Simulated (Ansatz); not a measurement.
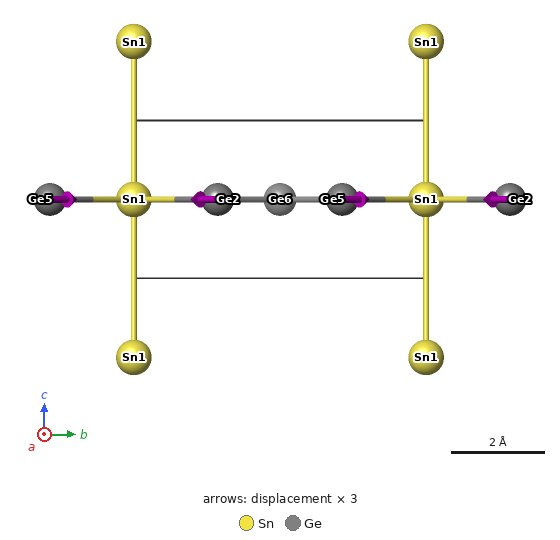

A relaxation of a crystal of SnGe$_{5}$ (a generated structure, set up in P4/mmm) (coarse preliminary run). The starting structure is drawn; purple arrows show the displacements (the part carried along by the change of the cell is left out), magnified 3 times.

Style: ball-and-stick. Shown: the cell of the calculation, along the a axis.

These are results of DFT PBE, scalar-relativistic, plane waves, PAW (Ansatz 0.2.0), not measurements. Settings: plane-wave cutoff 420 eV; k-point mesh 4 × 4 × 6; occupations gaussian; smearing width 0.1 eV; no spin polarisation; cell and atoms relaxed; force threshold 0.04 eV/Å; at most 70 steps.

Q: Atoms of which element are displaced furthest, and by how much?

A: Germanium: up to 0.28 Å, against 0.00 Å for tin.

Q: What did the optimiser do to the structure, and how much energy did it gain?

A: The largest moves relative to the cell, 0.28 Å, are those of Ge atoms. Sn stays in place. Cell: a = b 6.291 → 7.645 Å (+21.5 %), c 3.398 → 2.787 Å (−18.0 %). Volume +21.1 %. Among the contacts that change: Ge–Ge 1.896 → 2.580 Å, Ge–Ge 3.398 → 2.787 Å, Sn–Sn 3.398 → 2.787 Å, Ge–Sn 2.552 → 2.825 Å. The space group stays P4/mmm (No. 123). After 9 accepted moves (12 points after the start) the energy has fallen by 2084 meV per atom. The largest force component goes from 8.3 to 0.0014 eV/Å. Pressure: 46.19 GPa at the start and −0.08 GPa at the end. The line search rejected the trial step at point 7 of the run. The SCF was repeated twice at an unchanged geometry on a basis and grid sized afresh for the cell, which shifted the energy by 35.5 meV per atom at most. The run took 2.6 min on 1 thread of Intel(R) Xeon(R) Platinum 8259CL CPU @ 2.50GHz (Skylake/Cascade Lake), with other jobs on the host, peak memory 0.53 GiB.
